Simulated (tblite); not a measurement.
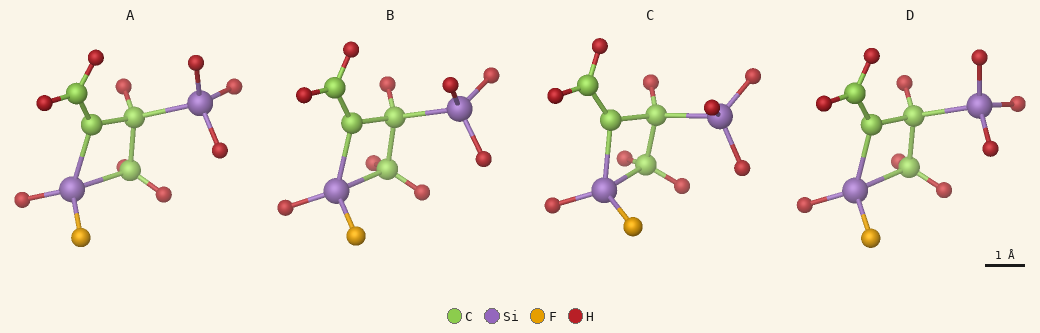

4 geometries from one relaxation of C₄H₉FSi₂, in shuffled order. Style: ball-and-stick. Shown at a tilt.

Theory: GFN2-xTB geometry optimisation, gas phase (tblite). 

### Order the frames from highest to lowest energy.

C, B, A, D. They are steps 0, 49, 69, 136, at +48.3 kJ/mol, +5.25 kJ/mol, +1.97 kJ/mol relative to the last. After 136 geometry steps the energy has fallen by 48.3 kJ/mol. An H atom moves most after the best rigid fit: 1.50 Å. Largest moves by element: H 1.50 Å, F 0.79 Å, C 0.41 Å, Si 0.35 Å. Near-neighbour distances that change, for instance: C–Si 1.836 → 1.905 Å, C–Si 1.859 → 1.908 Å, F–Si 1.666 → 1.620 Å, C–C 1.512 → 1.554 Å. Bond angles that change, for instance: F–Si–H 116.4° → 103.1°, C–Si–H 113.3° → 124.0°, C–Si–H 116.1° → 123.2°. Groups turn about C–Si by about 55°. The run took 3 s on 1 thread of Intel(R) Xeon(R) Processor @ 2.70GHz, with other jobs on the host.
